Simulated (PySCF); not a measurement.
C3H9Al (SMILES CC[CH2][AlH2])

```json
{"atom": "C", "x (Å)": "-1.2123", "y (Å)": "0.2523", "z (Å)": "-1.0418"}
{"atom": "C", "x (Å)": "-0.8207", "y (Å)": "-0.3487", "z (Å)": "0.2984"}
{"atom": "C", "x (Å)": "0.6206", "y (Å)": "-0.8900", "z (Å)": "0.2467"}
{"atom": "Al", "x (Å)": "1.7629", "y (Å)": "0.7167", "z (Å)": "-0.1043"}
{"atom": "H", "x (Å)": "-0.4769", "y (Å)": "1.0211", "z (Å)": "-1.3180"}
{"atom": "H", "x (Å)": "-2.1969", "y (Å)": "0.7129", "z (Å)": "-1.0021"}
{"atom": "H", "x (Å)": "-1.2134", "y (Å)": "-0.5062", "z (Å)": "-1.8223"}
{"atom": "H", "x (Å)": "-0.8835", "y (Å)": "0.4335", "z (Å)": "1.0639"}
{"atom": "H", "x (Å)": "-1.5289", "y (Å)": "-1.1358", "z (Å)": "0.5720"}
{"atom": "H", "x (Å)": "0.6863", "y (Å)": "-1.6659", "z (Å)": "-0.5305"}
{"atom": "H", "x (Å)": "0.8320", "y (Å)": "-1.4165", "z (Å)": "1.1893"}
{"atom": "H", "x (Å)": "3.1209", "y (Å)": "0.7213", "z (Å)": "-0.8510"}
{"atom": "H", "x (Å)": "1.3055", "y (Å)": "2.1059", "z (Å)": "0.4208"}
```

Geometry: GFN2-xTB.

Computed with CAM-B3LYP/def2-SVPD, SCF density, gas phase (PySCF).

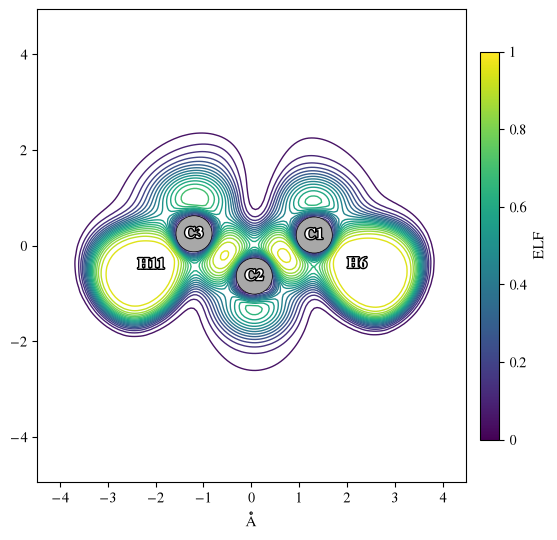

Figure 1. ELF on the plane of atoms C1, C2 and C3. Grey discs cover the atomic cores.

> Describe what can be read from this map.

- The section cuts through C and H sites.
- C–C (1.52 Å): the ELF peaks at about 0.95 between the atoms (a shared electron pair).
- C–H (1.09 Å): the ELF climbs to about 1 towards the hydrogen, as it does in any bond to H; an ordinary covalent bond to hydrogen.

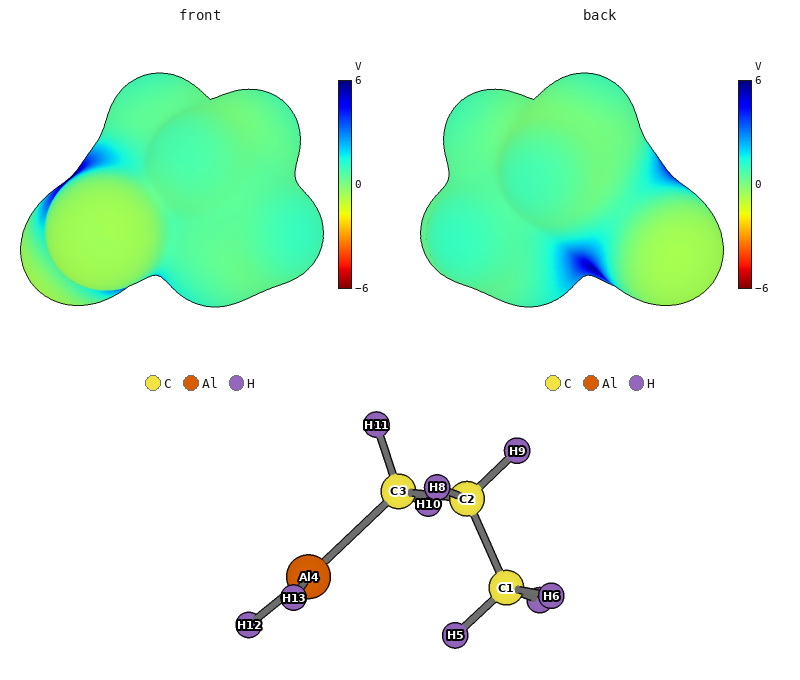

Figure 2. The molecular electrostatic potential painted on the density surface at 0.004 e/bohr³, seen from the front and from behind; the colour scale runs from red (negative) to blue (positive). The bare structure is drawn below in the same view.

> Describe the electrostatic potential map.

The most negative region (about −0.6 V) lies over H12 and H13, the most positive (about +5.4 V) over Al4.

> What dipole moment does the calculation give?

Its dipole moment is 1.07 D.
